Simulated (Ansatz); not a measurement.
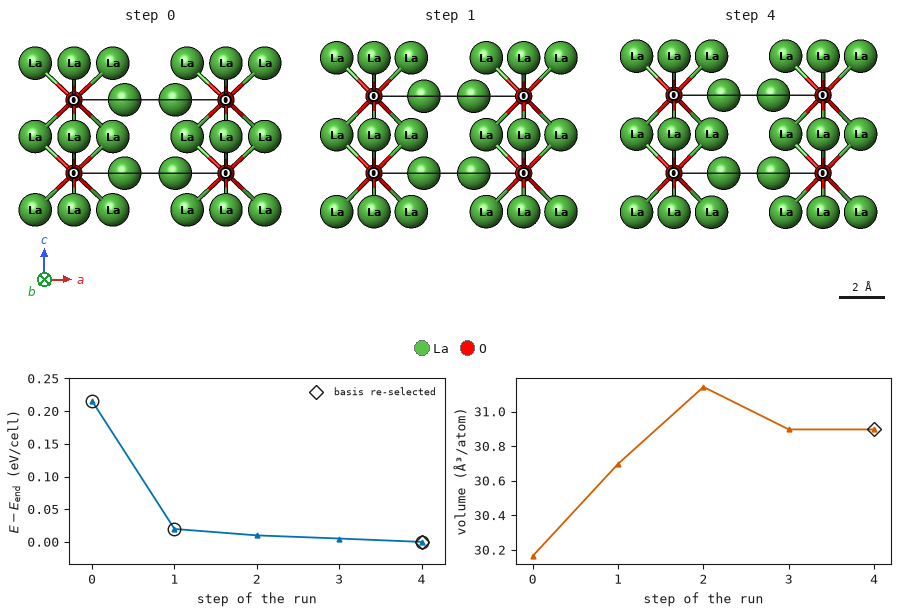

Frames of a relaxation of solid La₅O (a generated structure, set up in P-62m) (coarse preliminary run), marked on the history of the run. A ball-and-stick model of the cell of the calculation, seen along the b axis.

Computed with DFT PBE, scalar-relativistic, plane waves, PAW in Ansatz 0.2.0. Set-up: plane-wave cutoff 420 eV; k-point mesh 3 × 3 × 6; occupations gaussian; smearing width 0.1 eV; no spin polarisation; cell and atoms relaxed; force threshold 0.04 eV/Å; at most 70 steps.

> What happens along the run?

The energy falls by 0.216 eV per cell of the calculation in 3 accepted moves (4 points after the start). The largest force component goes from 0.17 to 0.0076 eV/Å. The pressure goes from 1.09 to −0.11 GPa. At 1 point the geometry stayed and the basis and grid were re-selected for the new cell (energy shift of 5.2 meV per cell of the calculation at most each time). The largest moves relative to the cell, 0.029 Å, are those of La atoms. O stays in place. The volume changes by +2.4 %, with a = b 7.937 → 7.788 Å (−1.9 %), c 3.317 → 3.529 Å (+6.4 %). Among the contacts that change: La–La 3.317 → 3.529 Å, La–La 3.509 → 3.393 Å, La–La 3.431 → 3.451 Å, La–O 2.618 → 2.637 Å. Among the angles between lasting bonds that change: La–O–La 78.6° → 84.0°, O–La–O 78.6° → 84.0°, La–O–La 84.2° → 80.1°. The space group stays P-62m (No. 189). From step 0 to 1: La atoms move most (0.05 Å), volume +1.8 %, energy −0.196 eV per cell of the calculation. From step 1 to 4: La atoms move most (0.02 Å), volume +0.6 %, energy −19.8 meV per cell of the calculation.

Limits of the set-up: layers or molecules are held without a dispersion correction, so their spacing is unreliable.
